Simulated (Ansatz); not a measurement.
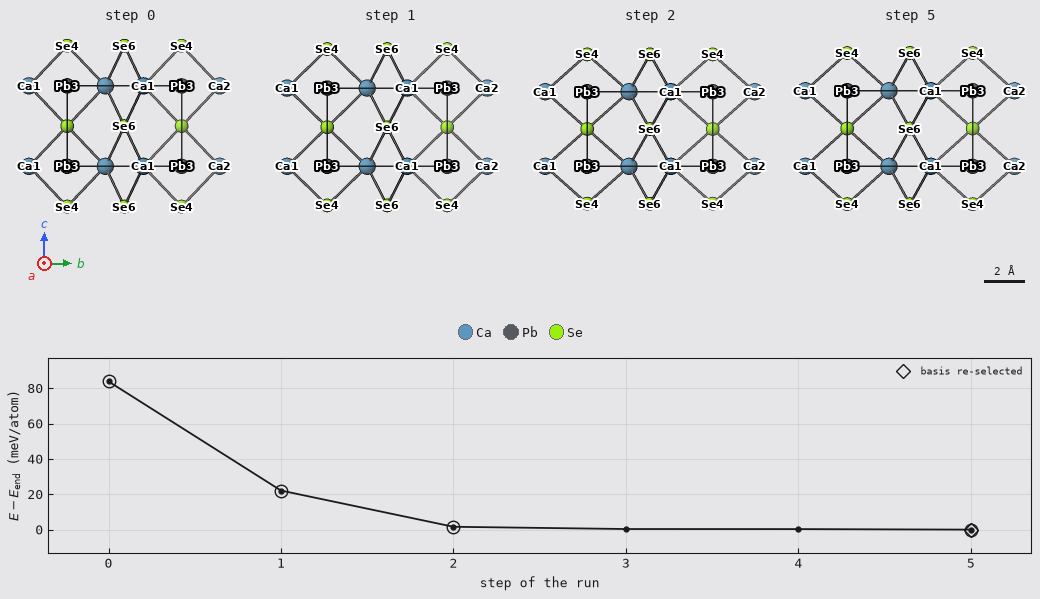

Frames of a relaxation of a crystal of Ca₂PbSe₃ (built on the ScCo3B2 type), marked on the history of the run. A ball-and-stick model of the cell of the calculation, seen along the a axis.

Case: ScCo3B2 type (P6/mmm, No. 191).

Computed with DFT PBE, scalar-relativistic, plane waves, PAW (Ansatz).

Input
```yaml
crystal:
  lattice:
    - [6.7575697726, 0.0, 0.0]
    - [-3.3787848863, 5.8522270908, 0.0]
    - [0.0, 0.0, 4.1148050735]
  atoms:
    - { symbol: Ca, position: [0.3333333333, 0.6666666667, 0.0] }
    - { symbol: Ca, position: [0.6666666667, 0.3333333333, 0.0] }
    - { symbol: Pb, position: [0.0, 0.0, 0.0] }
    - { symbol: Se, position: [0.5, 0.0, 0.5] }
    - { symbol: Se, position: [0.5, 0.5, 0.5] }
    - { symbol: Se, position: [0.0, 0.5, 0.5] }
basis:
  ecutwfc: 420
kpoints:
  mp_grid: { grid: [6, 6, 10] }
hamiltonian:
  xc: pbe
scf:
  occupations: { method: gaussian, width: 0.1 }
output:
  forces: true
  stress: true
  eigenvalues: true
relax:
  adjacent_minimum: "off"
  f_tol: 0.01
  max_steps: 80
  cell: { stress_tol: 0.05 }
```

Launched with:
```bash
ansatz run input.yaml --threads 1 --pin off --max-ram 2560MiB --backend cpu --events-out ev --progress --plain --runs-dir out
```

Question: What happens along the run?

Answer: The energy falls by 83.8 meV per atom in 4 accepted moves (5 points after the start). All forces vanish by symmetry, so only the cell relaxes. The pressure goes from 2.89 to 0.01 GPa. The SCF was repeated once at an unchanged geometry on a basis and grid sized afresh for the cell, which shifted the energy by 0.3 meV per atom at most. No atom moves by more than 0.005 Å relative to the cell. The volume changes by +12.9 %, with a = b 6.758 → 7.411 Å (+9.7 %), c 4.115 → 3.864 Å (−6.1 %). Among the contacts that change: Ca1–Se4 2.835 → 2.883 Å. Among the angles between lasting bonds that change: Se4–Ca2–Se4 93.0° → 84.2°, Ca1–Se5–Ca1 93.0° → 84.2°, Ca1–Se5–Ca2 87.0° → 95.8°. The space group stays P6/mmm (No. 191). From step 0 to 1: volume +7.0 %, energy −61.7 meV per atom. From step 1 to 2: volume +4.5 %, energy −20.5 meV per atom. From step 2 to 5: volume +1.0 %, energy −1.6 meV per atom.

```json
{"step": "0", "E − E(0), meV/atom": "0.00", "pressure, GPa": "2.89", "volume, Å³/atom": "27.121", "note": ""}
{"step": "1", "E − E(0), meV/atom": "-61.73", "pressure, GPa": "1.09", "volume, Å³/atom": "29.017", "note": ""}
{"step": "2", "E − E(0), meV/atom": "-82.23", "pressure, GPa": "0.53", "volume, Å³/atom": "30.321", "note": ""}
{"step": "3", "E − E(0), meV/atom": "-83.50", "pressure, GPa": "-0.08", "volume, Å³/atom": "30.674", "note": ""}
{"step": "4", "E − E(0), meV/atom": "-83.53", "pressure, GPa": "0.00", "volume, Å³/atom": "30.631", "note": ""}
{"step": "5", "E − E(0), meV/atom": "-83.83", "pressure, GPa": "0.01", "volume, Å³/atom": "30.631", "note": "same geometry, new basis"}
```
